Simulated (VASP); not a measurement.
Band structure of SnGe (relaxed from the PtS structure, space group P4_2/mmc). Computed with PBEsol GGA, VASP's PBE PAW potentials (set 64) (plane waves; VASP 6.6.1).

Unless said otherwise, spin-orbit coupling is left out, though it shifts the bands of the heavy elements here.

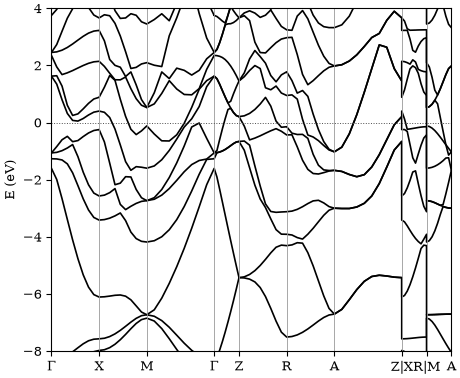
Figure. Bands along high-symmetry lines, zero at the valence-band maximum or, without a gap, the Fermi level

### Question
Read the plot: is there a gap, and where are the band edges?

### Answer
It has no gap at this level: it comes out as a metal or semimetal. (Edges off the drawn lines would not show.)

The structure was generated: SnGe was put into the PtS type (P4_2/mmc), which need not be its known phase. It was relaxed first.
